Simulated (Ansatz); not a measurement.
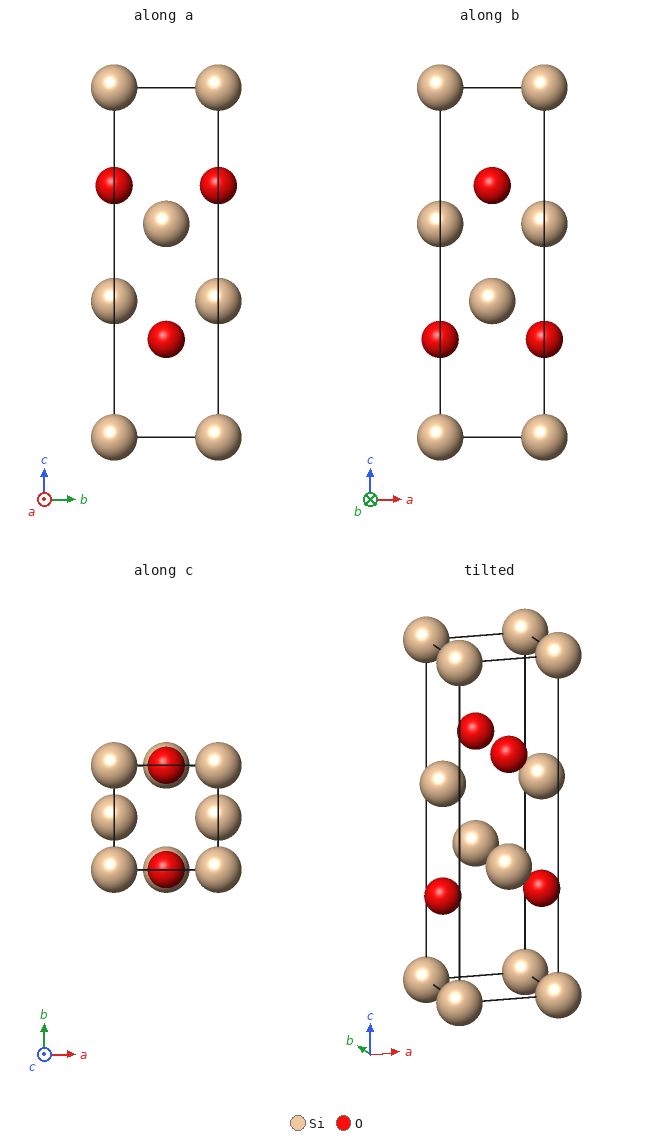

Figure: spheres-only view along the a axis, along the b axis, along the c axis and slightly off an axis. The conventional unit cell is outlined; an atom on or near a face, edge or corner is repeated at each equivalent position.

Lattice parameters: a = 2.605 Å, b = 2.605 Å, c = 8.739 Å, α = 90.00°, β = 90.00°, γ = 90.00°. Put a along x and b in the xy plane.

Question: Reconstruct the structure as a POSCAR file, with free fractional coordinates to two decimals.

Answer:
```
Si O
1.0
     2.605    0.000    0.000
     0.000    2.605    0.000
     0.000    0.000    8.739
Si O
3 2
Direct
  0.50 0.00 0.39
  0.00 0.50 0.61
  0.00 0.00 0.00
  0.00 0.50 0.28
  0.50 0.00 0.72
```

It goes back to a structure type filled with these elements by a generator (whether the compound takes this form wasn't checked). Earlier steps of the study, as a rule a relaxation of our own, may have changed the cell and positions, so they can lie some per cent off the listed ones. It was the input of a calculation with Ansatz.
